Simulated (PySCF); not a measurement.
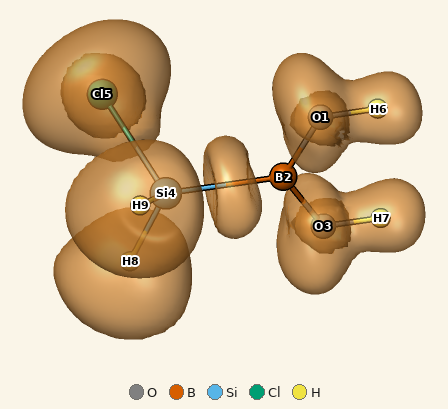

Figure. BClH4O2Si (SMILES OB(O)[SiH2]Cl). Isosurface of the electron localisation function at 0.75 (orange), seen at a tilt. Core shells and regions of very low density are left out.

Geometry: GFN2-xTB.

Theory: PBE0/def2-SVPD, SCF density, gas phase in PySCF 2.14.0.

```xyz
9

O    -1.3049    0.2714    1.0433
B    -0.5538   -0.2218    0.0342
O    -0.9755   -1.2210   -0.7743
Si    1.2197    0.5726   -0.2940
Cl    2.4513    0.2614    1.2937
H    -2.1683   -0.1146    1.2119
H    -1.8412   -1.6064   -0.6141
H     1.9575    0.0322   -1.4433
H     1.2287    2.0322   -0.4825
```

Question: Where are the electrons localised?

Answer: At this value the surface marks out one region between bonded B–Si atoms (shared pairs), two regions around hydrogen nuclei, one region on Cl in which the atom's valence shell and bonds are merged and two joined regions spread over several atoms (H, O), in which their bonds and any lone pairs are merged. Profiles from the grid: B–O (1.35 Å): the ELF peaks at about 0.90 between the atoms; a short, strongly polar bond. Si–B (1.97 Å): the ELF peaks at about 1 between the atoms; a covalent bond.
